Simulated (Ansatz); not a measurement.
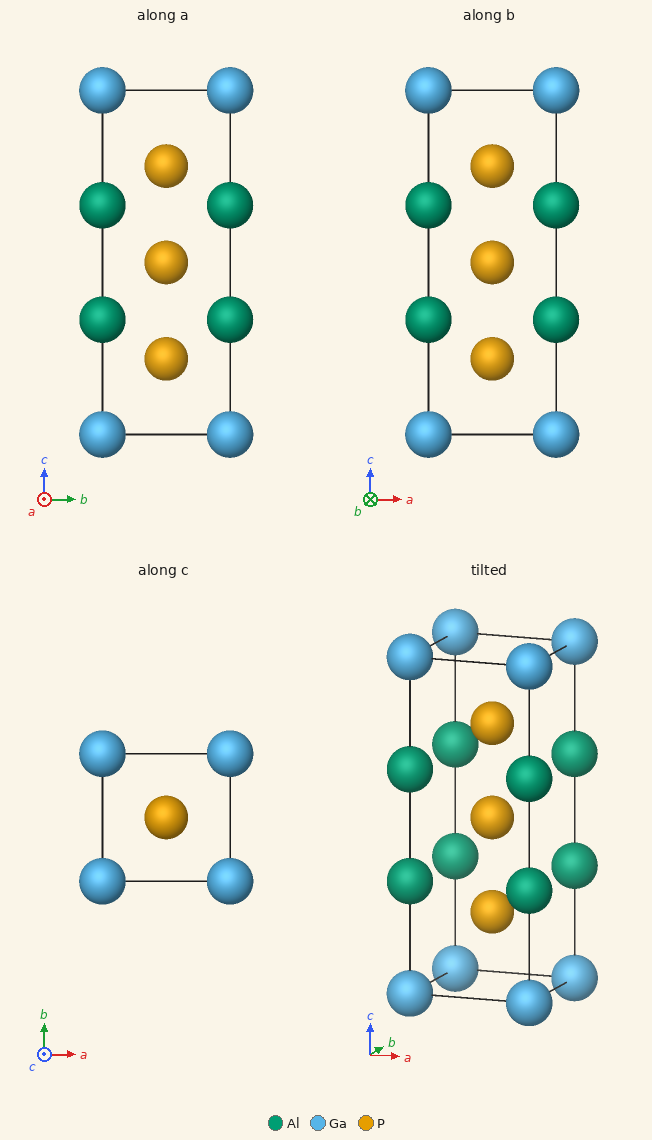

A spheres-only picture of a crystal structure, seen along the a axis, along the b axis, along the c axis and slightly off an axis. Thin lines show the conventional unit cell, with boundary atoms drawn in all their periodic places.

Lattice parameters: a = 3.3329 Å, b = 3.3329 Å, c = 8.9884 Å, α = 90.000°, β = 90.000°, γ = 90.000°.

Express the structure as a CIF in P1 with every atom of the cell, with free fractional coordinates to two decimals.

Answer.
```cif
data_structure
_symmetry_space_group_name_H-M 'P 1'
_symmetry_Int_Tables_number 1
_cell_length_a 3.3329
_cell_length_b 3.3329
_cell_length_c 8.9884
_cell_angle_alpha 90.000
_cell_angle_beta 90.000
_cell_angle_gamma 90.000
_cell_volume 99.84
loop_
_atom_site_label
_atom_site_type_symbol
_atom_site_fract_x
_atom_site_fract_y
_atom_site_fract_z
_atom_site_occupancy
Al1 Al 0.00 0.00 0.33 1
Al2 Al 0.00 0.00 0.67 1
Ga1 Ga 0.00 0.00 0.00 1
P1 P 0.50 0.50 0.22 1
P2 P 0.50 0.50 0.50 1
P3 P 0.50 0.50 0.78 1
```

It goes back to a structure type filled with these elements by a generator (whether the compound takes this form wasn't checked). What is shown is the relaxed result from DFT PBE, scalar-relativistic, plane waves, PAW (Ansatz).
